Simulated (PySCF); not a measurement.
# H9Si3Tl (Tl(SiH3)3): the cost of one run

Method: PBE, Tl def2-SVP with ECP60, Si def2-SVP, H def2-SVP; scalar-relativistic core potentials, no spin–orbit coupling; program: PySCF 2.14.0.

2 further runs of the same task are left out: 2 for a known fault of the program.

**1. The system as given**

13 atoms, charge 0, spin multiplicity 1.

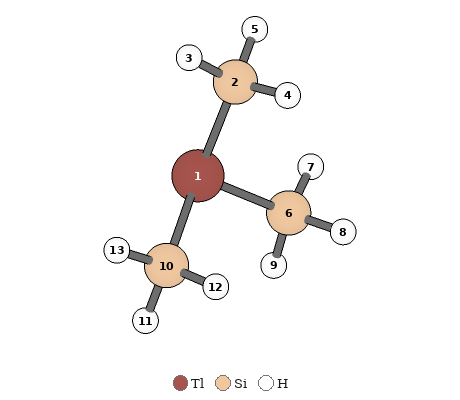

Start geometry, drawn with thallium brown, silicon light orange, hydrogen white; atoms are numbered from 1 in the order of the file.

Coordinates:

```xyz
13

Tl    0.0000    0.0000    0.0000
Si    2.5464    0.0000   -0.9272
H     3.3564   -1.1857   -0.4936
H     2.6537    0.0000   -2.4234
H     3.3564    1.1857   -0.4936
Si   -1.2732    2.2053   -0.9272
H    -0.6513    3.4996   -0.4936
H    -1.3269    2.2982   -2.4234
H    -2.7051    2.3139   -0.4936
Si   -1.2732   -2.2053   -0.9272
H    -2.7051   -2.3139   -0.4936
H    -1.3269   -2.2982   -2.4234
H    -0.6513   -3.4996   -0.4936
```

Formal oxidation states: Tl +3.

**2. SCF at the start, singlet**

Input file run.py (the lines that set the calculation):

```python
mol = gto.M(atom='''
Tl     0.00000     0.00000     0.00000
Si     2.54640     0.00000    -0.92720
H      3.35640    -1.18570    -0.49360
H      2.65370     0.00000    -2.42340
H      3.35640     1.18570    -0.49360
Si    -1.27320     2.20530    -0.92720
H     -0.65130     3.49960    -0.49360
H     -1.32690     2.29820    -2.42340
H     -2.70510     2.31390    -0.49360
Si    -1.27320    -2.20530    -0.92720
H     -2.70510    -2.31390    -0.49360
H     -1.32690    -2.29820    -2.42340
H     -0.65130    -3.49960    -0.49360''',
    basis={'Tl': 'def2-SVP', 'Si': 'def2-SVP', 'H': 'def2-SVP'},
    ecp={'Tl': 'def2-SVP'},
    charge=0, spin=0)
mf = dft.RKS(mol, xc='PBE')
mf.grids.atom_grid = (50, 194)
mf = mf.density_fit()  # fitting sets: Tl def2-universal-JKFIT, Si def2-universal-JKFIT, H def2-universal-JKFIT
mf.conv_tol = 1e-08; mf.max_cycle = 55
mf.kernel(dm0)  # dm0: free metal ions and neutral atoms
```

Run with:

```console
$ OMP_NUM_THREADS=2 python run.py
```

**Question.** How long does this run take on 2 threads of Arm Neoverse V1, shared host, and how much memory does it need?

About 5.5 s, with a peak of 0.75 GiB.
